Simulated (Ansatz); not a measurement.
**NaH16BrO8: geometry relaxation (part 1 of 3)**

- system: NaH16BrO8 (disordered cell, 26 atoms in the cell)
- method: DFT LDA, scalar-relativistic, plane waves, PAW, no spin polarisation (Ansatz 0.2.0)

The run did not end well. It belongs to a series of runs on one base structure; here: start relaxed. Figures and captions count atoms from 1; the log counts them from 0 in places.

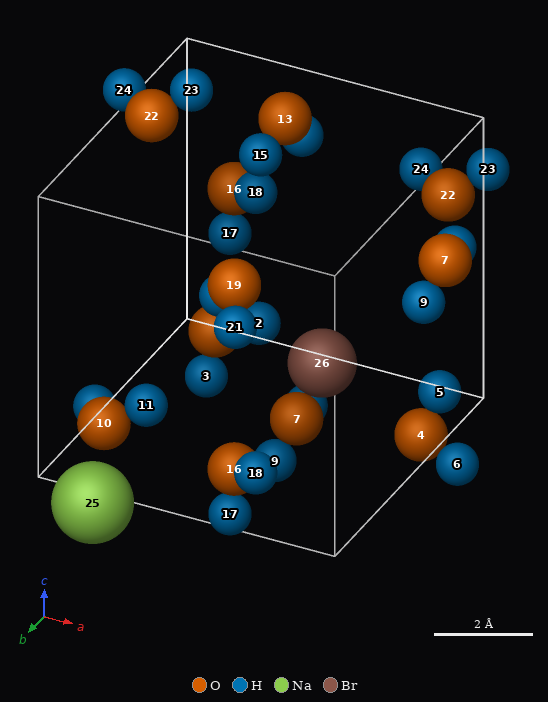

Figure 1. The starting structure (spheres-only view of the cell of the calculation, seen at an oblique angle; atoms are numbered from 1 in the order of the input).

Input
```yaml
accuracy: low
crystal:
  lattice:
    - [6.78532, 0.0, 0.0]
    - [0.0, 6.78532, 0.0]
    - [0.0, 0.0, 6.78532]
  atoms:
    - { symbol: O, position: [0.4909267, 0.7897937, 0.5416896] }
    - { symbol: H, position: [0.622158, 0.7559277, 0.5864932] }
    - { symbol: H, position: [0.5128763, 0.8924792, 0.4449952] }
    - { symbol: O, position: [0.0358679, 0.4914156, 0.1562772] }
    - { symbol: H, position: [0.0487724, 0.3917851, 0.257683] }
    - { symbol: H, position: [0.1458615, 0.4661731, 0.0688694] }
    - { symbol: O, position: [0.8385939, 0.93559, 0.4089141] }
    - { symbol: H, position: [0.9056643, 1.0046086, 0.5143366] }
    - { symbol: H, position: [0.8163304, 1.0363912, 0.3103273] }
    - { symbol: O, position: [0.1364894, 0.8309208, 0.1342169] }
    - { symbol: H, position: [0.2248797, 0.7226461, 0.1631938] }
    - { symbol: H, position: [0.1485174, 0.9166423, 0.2477205] }
    - { symbol: O, position: [0.4156859, 0.1695275, 0.9272576] }
    - { symbol: H, position: [0.5199987, 0.2641385, 0.9505708] }
    - { symbol: H, position: [0.3554152, 0.2138345, 0.8056836] }
    - { symbol: O, position: [0.5346708, 0.7488924, 1.0382539] }
    - { symbol: H, position: [0.5725967, 0.8528857, 0.9481267] }
    - { symbol: H, position: [0.5475821, 0.6296736, 0.9608194] }
    - { symbol: O, position: [0.2981348, 0.2757289, 0.3595022] }
    - { symbol: H, position: [0.3188122, 0.4095298, 0.4047312] }
    - { symbol: H, position: [0.3064045, 0.2856639, 0.2173445] }
    - { symbol: O, position: [0.9637146, 0.1650076, 0.8074793] }
    - { symbol: H, position: [1.0481717, 0.0660297, 0.8661843] }
    - { symbol: H, position: [0.9045766, 0.2307944, 0.9195093] }
    - { symbol: Na, position: [0.0221812, 0.6793665, 0.7342488] }
    - { symbol: Br, position: [0.6605955, 0.4078951, 0.2593534] }
basis:
  ecutwfc: 420.0
kpoints:
  mp_grid: { grid: [1, 1, 1] }
hamiltonian:
  xc: lda
scf:
  occupations: { method: fermi_dirac, width: 0.02 }
  lower_state_search: "off"
relax:
  f_tol: 0.3
  max_steps: 15
  adjacent_minimum: "off"
```

Command:
```bash
ansatz run input.yaml --threads 1 --pin off --max-ram 3072MiB --backend cpu --events-out ev --progress --plain --runs-dir out
```

What the program printed
```
Engine: ansatz 0.2.0, x86_64-unknown-linux-gnu
Pseudopotentials: kind: paw
Pseudopotential: O, paw, valence charge 6, recommended cutoff 420 eV (normal), O.paw.azcp
Pseudopotential: H, paw, valence charge 1, recommended cutoff 420 eV (normal), H.paw.azcp
Pseudopotential: Na, paw, valence charge 9, recommended cutoff 420 eV (normal), Na.paw.azcp
Pseudopotential: Br, paw, valence charge 7, recommended cutoff 420 eV (normal), Br.paw.azcp
Functional definition: SPW92
  exchange = slater_x
  correlation = pw_c
Crystal: 26 atoms, lattice volume = 312.400 Å³
Basis set: ecut = 420 eV, 6043 PW (Γ)
Bands: 66, of which v1, the nominal top of the filled ones, is band 40 counted from 1 (39 counted from 0)
Symmetry: 1 space group operations
Space group: P1 (ITA 1), of the structure as read, at distance tolerance 6.8e-5 Å
k-points: 1
Non-local potential: O, projectors of the file, l = 0: 2, l = 1: 2, l = 2: 1
Non-local potential: H, projectors of the file, l = 0: 2, l = 1: 1
Non-local potential: Na, projectors of the file, l = 0: 3, l = 1: 2, l = 2: 1
Non-local potential: Br, projectors of the file, l = 0: 2, l = 1: 2, l = 2: 2
PAW form: soft (Blöchl's): semilocal exchange-correlation on the pseudo side does not see the compensation charge
PAW frozen core: O, regenerated for the run's functional, and the local potential with it (the file was generated under x = pbe(κ = 0.804, μ = 0.2195149727645171), c = pbe(β = 0.06672455060314922))
PAW frozen core: Na, regenerated for the run's functional, and the local potential with it (the file was generated under x = pbe(κ = 0.804, μ = 0.2195149727645171), c = pbe(β = 0.06672455060314922))
PAW frozen core: Br, regenerated for the run's functional, and the local potential with it (the file was generated under x = pbe(κ = 0.804, μ = 0.2195149727645171), c = pbe(β = 0.06672455060314922))
PAW one-centre angular grid: O, 110 points (default); XC on 64 Gauss nodes
PAW one-centre angular grid: H, 110 points (default); XC on 64 Gauss nodes
PAW one-centre angular grid: Na, 110 points (default); XC on 64 Gauss nodes
PAW one-centre angular grid: Br, 110 points (default); XC on 64 Gauss nodes
Initial density: superposition of atomic densities (neutral atoms: chi_scale 0, normalization atom), corrected by the library's trained network
Initial wavefunctions: pseudopotential atomic-orbital guess
Functional: x = slater, c = lda
SCF iter   1: F=—  HF=-8851.740254 eV  |F-HF|=—  |Δ(HF+E_count)|=         —  Δρ=7.83e-3  dr2=1.51e-1  ethr=1.77e-3  ⟨swp⟩=6.0  Hψ=301  notcnv=0  defer=11
preconditioner: auto → Resta (q_TF=auto, 2.174 Å⁻¹)  ε∞=2.7  [insulator: Δε(μ)=0.565 eV  Ē_g=12.188 eV  σ=0.020 eV  W_gap=1.00  n_scr=56 (ndim 8)  ℏωp=15.7 eV  f_vac=0.232  D(μ)=0.00/eV (n_scr^D=0)  ε∞_Penn≈2.7]
SCF iter   2: F=—  HF=-8851.690554 eV  |F-HF|=—  |Δ(HF+E_count)|=   4.97e-2  Δρ=3.71e-3  dr2=3.31e-2  ethr=1.89e-4  ⟨swp⟩=3.0  Hψ=122  notcnv=0  defer=19
SCF iter   3: F=—  HF=-8851.683605 eV  |F-HF|=—  |Δ(HF+E_count)|=   6.95e-3  Δρ=1.14e-3  dr2=5.26e-3  ethr=4.14e-5  ⟨swp⟩=2.0  Hψ=81  notcnv=0  defer=19
SCF iter   4: F=—  HF=-8851.683060 eV  |F-HF|=—  |Δ(HF+E_count)|=   5.46e-4  Δρ=5.69e-4  dr2=1.04e-3  ethr=6.57e-6  ⟨swp⟩=2.0  Hψ=89  notcnv=0  defer=19
SCF iter   5: F=—  HF=-8851.683008 eV  |F-HF|=—  |Δ(HF+E_count)|=   5.14e-5  Δρ=1.41e-4  dr2=1.11e-4  ethr=1.30e-6  ⟨swp⟩=2.0  Hψ=78  notcnv=0  defer=19
SCF iter   6: F=-8851.683041 eV  HF=-8851.683046 eV  |F-HF|=5.02e-6  |Δ(HF+E_count)|=   3.79e-5  Δρ=6.12e-5  dr2=1.11e-5  ethr=1.25e-7  ⟨swp⟩=3.0  Hψ=210  notcnv=0
SCF 1 converged in 6 iterations: F = -8851.683041 eV  dr2 = 1.11e-5
  greatest PAW one-centre occupation: 0.999 electrons in one spin orbital (limit 2), on the Na atom at site 24 (counted from 0), in its partial waves of l = 0
relax step   1: F+E_penalty+E_count = -8851.68304103 eV  Δ(F+E_penalty+E_count) = +0.000e0 eV  max|allowed force component| = 2.126e0 eV/Å  Δτ_max = 0.0000 Å  (6 SCF iters, dr2 threshold 1.00e-4 eV, accepted)
Initial density: handed on by an earlier stage of this run
Initial wavefunctions: those handed on with the density
iter 1 solved again at ethr=3.78e-4 eV; its pass at ethr=3.10e-3 eV (dr2=3.03e-1 eV) is discarded
SCF iter   1: F=—  HF=-8852.859665 eV  |F-HF|=—  |Δ(HF+E_count)|=         —  Δρ=1.75e-2  dr2=3.14e-1  ethr=3.78e-4  ⟨swp⟩=1.0  Hψ=271  notcnv=0  defer=19
preconditioner: auto → Resta (q_TF=auto, 2.174 Å⁻¹)  ε∞=2.7  [insulator: Δε(μ)=0.786 eV  Ē_g=12.136 eV  σ=0.020 eV  W_gap=1.00  n_scr=56 (ndim 8)  ℏωp=15.7 eV  f_vac=0.234  D(μ)=0.00/eV (n_scr^D=0)  ε∞_Penn≈2.7]
SCF iter   2: F=—  HF=-8852.796770 eV  |F-HF|=—  |Δ(HF+E_count)|=   6.29e-2  Δρ=8.42e-3  dr2=6.64e-2  ethr=3.78e-4  ⟨swp⟩=2.0  Hψ=74  notcnv=0  defer=19
SCF iter   3: F=—  HF=-8852.788695 eV  |F-HF|=—  |Δ(HF+E_count)|=   8.07e-3  Δρ=2.38e-3  dr2=1.18e-2  ethr=8.30e-5  ⟨swp⟩=2.0  Hψ=83  notcnv=0  defer=19
SCF iter   4: F=—  HF=-8852.786095 eV  |F-HF|=—  |Δ(HF+E_count)|=   2.60e-3  Δρ=4.80e-4  dr2=7.19e-4  ethr=1.47e-5  ⟨swp⟩=2.0  Hψ=113  notcnv=0  defer=19
SCF iter   5: F=—  HF=-8852.786088 eV  |F-HF|=—  |Δ(HF+E_count)|=   6.34e-6  Δρ=1.50e-4  dr2=9.17e-5  ethr=1.25e-7  ⟨swp⟩=3.0  Hψ=217  notcnv=0
SCF iter   6: F=—  HF=-8852.786096 eV  |F-HF|=—  |Δ(HF+E_count)|=   8.05e-6  Δρ=1.01e-4  dr2=2.80e-5  ethr=1.15e-7  ⟨swp⟩=5.0  Hψ=177  notcnv=0
SCF iter   7: F=-8852.786093 eV  HF=-8852.786093 eV  |F-HF|=1.46e-7  |Δ(HF+E_count)|=   3.38e-6  Δρ=2.77e-5  dr2=2.29e-6  ethr=3.49e-8  ⟨swp⟩=4.0  Hψ=166  notcnv=0
SCF 2 converged in 7 iterations: F = -8852.786093 eV  dr2 = 2.29e-6
relax step   2: F+E_penalty+E_count = -8852.78609280 eV  Δ(F+E_penalty+E_count) = -1.103e0 eV  max|allowed force component| = 1.234e0 eV/Å  Δτ_max = 0.1949 Å  (7 SCF iters, dr2 threshold 1.00e-4 eV, accepted)
iter 1 solved again at ethr=9.03e-4 eV; its pass at ethr=3.10e-3 eV (dr2=7.22e-1 eV) is discarded
SCF iter   1: F=—  HF=-8854.103429 eV  |F-HF|=—  |Δ(HF+E_count)|=         —  Δρ=2.66e-2  dr2=7.55e-1  ethr=9.03e-4  ⟨swp⟩=1.0  Hψ=300  notcnv=0  defer=7
preconditioner: auto → Resta (q_TF=auto, 2.174 Å⁻¹)  ε∞=2.3  [insulator: Δε(μ)=1.653 eV  Ē_g=15.527 eV  σ=0.020 eV  W_gap=1.00  n_scr=56 (ndim 8)  ℏωp=17.8 eV  f_vac=0.239  D(μ)=0.00/eV (n_scr^D=0)  ε∞_Penn≈2.3]
SCF iter   2: F=—  HF=-8853.946088 eV  |F-HF|=—  |Δ(HF+E_count)|=   1.57e-1  Δρ=1.25e-2  dr2=1.57e-1  ethr=9.03e-4  ⟨swp⟩=2.0  Hψ=69  notcnv=0  defer=7
SCF iter   3: F=—  HF=-8853.927106 eV  |F-HF|=—  |Δ(HF+E_count)|=   1.90e-2  Δρ=2.61e-3  dr2=1.46e-2  ethr=1.96e-4  ⟨swp⟩=2.0  Hψ=118  notcnv=0  defer=22
SCF iter   4: F=—  HF=-8853.924363 eV  |F-HF|=—  |Δ(HF+E_count)|=   2.74e-3  Δρ=8.05e-4  dr2=1.96e-3  ethr=1.83e-5  ⟨swp⟩=3.0  Hψ=84  notcnv=0  defer=22
[...]
relax step   3: F+E_penalty+E_count = -8853.92429527 eV  Δ(F+E_penalty+E_count) = -1.138e0 eV  max|allowed force component| = 1.888e0 eV/Å  Δτ_max = 0.1950 Å  (7 SCF iters, dr2 threshold 9.52e-5 eV, accepted)
preconditioner: auto → Resta (q_TF=auto, 2.174 Å⁻¹)  ε∞=2.3  [insulator: Δε(μ)=2.385 eV  Ē_g=15.739 eV  σ=0.020 eV  W_gap=1.00  n_scr=56 (ndim 8)  ℏωp=17.8 eV  f_vac=0.242  D(μ)=0.00/eV (n_scr^D=0)  ε∞_Penn≈2.3]
relax step   4: F+E_penalty+E_count = -8854.85318877 eV  Δ(F+E_penalty+E_count) = -9.289e-1 eV  max|allowed force component| = 9.185e-1 eV/Å  Δτ_max = 0.1903 Å  (7 SCF iters, dr2 threshold 1.00e-4 eV, accepted)
preconditioner: auto → Resta (q_TF=auto, 2.174 Å⁻¹)  ε∞=2.3  [insulator: Δε(μ)=2.795 eV  Ē_g=15.909 eV  σ=0.020 eV  W_gap=1.00  n_scr=56 (ndim 8)  ℏωp=17.8 eV  f_vac=0.245  D(μ)=0.00/eV (n_scr^D=0)  ε∞_Penn≈2.3  vacuum switching on, ρ_ref=1.8e-2 e/Å³]
relax step   5: F+E_penalty+E_count = -8855.50520381 eV  Δ(F+E_penalty+E_count) = -6.520e-1 eV  max|allowed force component| = 1.133e0 eV/Å  Δτ_max = 0.1985 Å  (6 SCF iters, dr2 threshold 1.00e-4 eV, accepted)
preconditioner: auto → Resta (q_TF=auto, 2.174 Å⁻¹)  ε∞=2.2  [insulator: Δε(μ)=3.020 eV  Ē_g=16.019 eV  σ=0.020 eV  W_gap=1.00  n_scr=56 (ndim 8)  ℏωp=17.8 eV  f_vac=0.249  D(μ)=0.00/eV (n_scr^D=0)  ε∞_Penn≈2.2  vacuum switching on, ρ_ref=1.9e-2 e/Å³]
relax step   6: F+E_penalty+E_count = -8855.96155675 eV  Δ(F+E_penalty+E_count) = -4.564e-1 eV  max|allowed force component| = 9.101e-1 eV/Å  Δτ_max = 0.1956 Å  (6 SCF iters, dr2 threshold 1.00e-4 eV, accepted)
preconditioner: auto → Resta (q_TF=auto, 2.174 Å⁻¹)  ε∞=2.2  [insulator: Δε(μ)=3.235 eV  Ē_g=16.128 eV  σ=0.020 eV  W_gap=1.00  n_scr=56 (ndim 8)  ℏωp=17.8 eV  f_vac=0.255  D(μ)=0.00/eV (n_scr^D=0)  ε∞_Penn≈2.2  vacuum switching on, ρ_ref=1.9e-2 e/Å³]
relax step   7: F+E_penalty+E_count = -8856.42179664 eV  Δ(F+E_penalty+E_count) = -4.602e-1 eV  max|allowed force component| = 7.178e-1 eV/Å  Δτ_max = 0.1949 Å  (6 SCF iters, dr2 threshold 1.00e-4 eV, accepted)
preconditioner: auto → Resta (q_TF=auto, 2.174 Å⁻¹)  ε∞=2.2  [insulator: Δε(μ)=3.402 eV  Ē_g=16.142 eV  σ=0.020 eV  W_gap=1.00  n_scr=56 (ndim 8)  ℏωp=17.8 eV  f_vac=0.265  D(μ)=0.00/eV (n_scr^D=0)  ε∞_Penn≈2.2  vacuum switching on, ρ_ref=1.9e-2 e/Å³]
relax step   8: F+E_penalty+E_count = -8856.84404752 eV  Δ(F+E_penalty+E_count) = -4.223e-1 eV  max|allowed force component| = 9.825e-1 eV/Å  Δτ_max = 0.1942 Å  (6 SCF iters, dr2 threshold 1.00e-4 eV, accepted)
preconditioner: auto → Resta (q_TF=auto, 2.174 Å⁻¹)  ε∞=2.2  [insulator: Δε(μ)=3.527 eV  Ē_g=16.151 eV  σ=0.020 eV  W_gap=1.00  n_scr=56 (ndim 8)  ℏωp=17.8 eV  f_vac=0.272  D(μ)=0.00/eV (n_scr^D=0)  ε∞_Penn≈2.2  vacuum switching on, ρ_ref=1.9e-2 e/Å³]
relax step   9: F+E_penalty+E_count = -8857.12709117 eV  Δ(F+E_penalty+E_count) = -2.830e-1 eV  max|allowed force component| = 1.308e0 eV/Å  Δτ_max = 0.1951 Å  (6 SCF iters, dr2 threshold 1.00e-4 eV, accepted)
preconditioner: auto → Resta (q_TF=auto, 2.174 Å⁻¹)  ε∞=2.2  [insulator: Δε(μ)=3.646 eV  Ē_g=16.237 eV  σ=0.020 eV  W_gap=1.00  n_scr=56 (ndim 8)  ℏωp=17.8 eV  f_vac=0.272  D(μ)=0.00/eV (n_scr^D=0)  ε∞_Penn≈2.2]
relax step  10: F+E_penalty+E_count = -8857.36645282 eV  Δ(F+E_penalty+E_count) = -2.394e-1 eV  max|allowed force component| = 1.486e0 eV/Å  Δτ_max = 0.1952 Å  (6 SCF iters, dr2 threshold 1.00e-4 eV, accepted)
preconditioner: auto → Resta (q_TF=auto, 2.174 Å⁻¹)  ε∞=2.1  [insulator: Δε(μ)=3.824 eV  Ē_g=17.426 eV  σ=0.020 eV  W_gap=1.00  n_scr=56 (ndim 8)  ℏωp=18.6 eV  f_vac=0.280  D(μ)=0.00/eV (n_scr^D=0)  ε∞_Penn≈2.1]
relax step  11: F+E_penalty+E_count = -8857.62483747 eV  Δ(F+E_penalty+E_count) = -2.584e-1 eV  max|allowed force component| = 1.327e0 eV/Å  Δτ_max = 0.1955 Å  (5 SCF iters, dr2 threshold 1.00e-4 eV, accepted)
preconditioner: auto → Resta (q_TF=auto, 2.174 Å⁻¹)  ε∞=2.1  [insulator: Δε(μ)=4.036 eV  Ē_g=17.525 eV  σ=0.020 eV  W_gap=1.00  n_scr=56 (ndim 8)  ℏωp=18.6 eV  f_vac=0.285  D(μ)=0.00/eV (n_scr^D=0)  ε∞_Penn≈2.1  vacuum switching on, ρ_ref=2.2e-2 e/Å³]
relax step  12: F+E_penalty+E_count = -8857.91961982 eV  Δ(F+E_penalty+E_count) = -2.948e-1 eV  max|allowed force component| = 1.077e0 eV/Å  Δτ_max = 0.1977 Å  (5 SCF iters, dr2 threshold 1.00e-4 eV, accepted)
preconditioner: auto → Resta (q_TF=auto, 2.174 Å⁻¹)  ε∞=2.1  [insulator: Δε(μ)=4.224 eV  Ē_g=17.618 eV  σ=0.020 eV  W_gap=1.00  n_scr=56 (ndim 8)  ℏωp=18.6 eV  f_vac=0.296  D(μ)=0.00/eV (n_scr^D=0)  ε∞_Penn≈2.1  vacuum switching on, ρ_ref=2.3e-2 e/Å³]
relax step  13: F+E_penalty+E_count = -8858.21703592 eV  Δ(F+E_penalty+E_count) = -2.974e-1 eV  max|allowed force component| = 6.880e-1 eV/Å  Δτ_max = 0.1916 Å  (5 SCF iters, dr2 threshold 1.00e-4 eV, accepted)
preconditioner: auto → Resta (q_TF=auto, 2.174 Å⁻¹)  ε∞=2.1  [insulator: Δε(μ)=4.384 eV  Ē_g=17.752 eV  σ=0.020 eV  W_gap=1.00  n_scr=56 (ndim 8)  ℏωp=18.6 eV  f_vac=0.306  D(μ)=0.00/eV (n_scr^D=0)  ε∞_Penn≈2.1  vacuum switching on, ρ_ref=2.3e-2 e/Å³]
relax step  14: F+E_penalty+E_count = -8858.51543840 eV  Δ(F+E_penalty+E_count) = -2.984e-1 eV  max|allowed force component| = 7.826e-1 eV/Å  Δτ_max = 0.2000 Å  (6 SCF iters, dr2 threshold 1.00e-4 eV, accepted)
preconditioner: auto → Resta (q_TF=auto, 2.174 Å⁻¹)  ε∞=2.1  [insulator: Δε(μ)=4.538 eV  Ē_g=17.860 eV  σ=0.020 eV  W_gap=1.00  n_scr=56 (ndim 8)  ℏωp=18.6 eV  f_vac=0.313  D(μ)=0.00/eV (n_scr^D=0)  ε∞_Penn≈2.1  vacuum switching on, ρ_ref=2.3e-2 e/Å³]
[...]
SCF iter   4: F=—  HF=-8858.821635 eV  |F-HF|=—  |Δ(HF+E_count)|=   2.53e-3  Δρ=5.26e-4  dr2=5.33e-4  ethr=1.27e-5  ⟨swp⟩=2.0  Hψ=83  notcnv=0  defer=22
SCF iter   5: F=—  HF=-8858.821613 eV  |F-HF|=—  |Δ(HF+E_count)|=   2.19e-5  Δρ=1.28e-4  dr2=2.80e-5  ethr=6.66e-7  ⟨swp⟩=2.0  Hψ=80  notcnv=0  defer=22
SCF iter   6: F=—  HF=-8858.821632 eV  |F-HF|=—  |Δ(HF+E_count)|=   1.96e-5  Δρ=5.09e-5  dr2=5.77e-6  ethr=3.50e-8  ⟨swp⟩=2.0  Hψ=106  notcnv=0  defer=22
SCF iter   7: F=—  HF=-8858.821632 eV  |F-HF|=—  |Δ(HF+E_count)|=   7.03e-7  Δρ=1.28e-5  dr2=3.56e-7  ethr=7.22e-9  ⟨swp⟩=3.0  Hψ=80  notcnv=0  defer=22
SCF iter   8: F=-8858.821631 eV  HF=-8858.821631 eV  |F-HF|=3.86e-9  |Δ(HF+E_count)|=   4.13e-8  Δρ=3.08e-6  dr2=1.69e-8  ethr=1.25e-10  ⟨swp⟩=5.0  Hψ=206  notcnv=0
SCF 15 converged in 8 iterations: F = -8858.821631 eV  dr2 = 1.69e-8
relax step  15: F+E_penalty+E_count = -8858.82163147 eV  Δ(F+E_penalty+E_count) = -3.062e-1 eV  max|allowed force component| = 4.887e-1 eV/Å  Δτ_max = 0.1946 Å  (8 SCF iters, accepted)
```

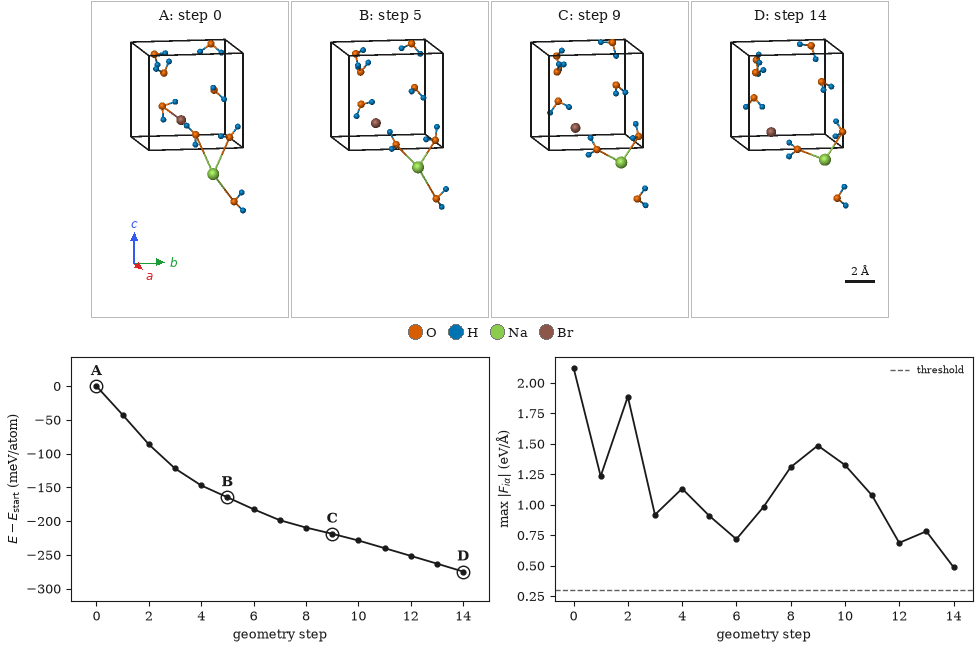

Figure 2. Frames of the relaxation (ball-and-stick view of the cell of the calculation, seen slightly off an axis) above the curves, on which the letters mark them (the first geometry is step 0 here and step 1 in the log).
